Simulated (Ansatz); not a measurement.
Consider Pt in the fcc (Cu type) structure (space group Fm-3m, No. 225; a = 3.920 Å; relaxed with 0.1 eV smearing). Axes: x, y, z lie along the cube axes.

Structures relaxed with Ansatz (an electronic-structure program) PBEsol, spin-orbit coupling left out.

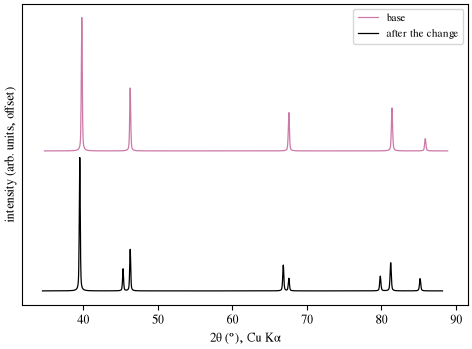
*Simulated powder patterns before (top) and after one change*

What was done to the base?
A. uniaxial strain ε_zz = +1.00 %
B. uniaxial strain ε_zz = +2.00 %
C. uniaxial strain ε_zz = +3.00 %

B, uniaxial strain ε_zz = +2.00 %. Its volume per atom is 15.36 Å³ against 15.06 Å³, and its space group is I4/mmm (No. 139).

Stability against distortions was not tested. The final runs are not spin-polarised. Pt lies near a magnetic instability that expansion can trigger; it was not tested.
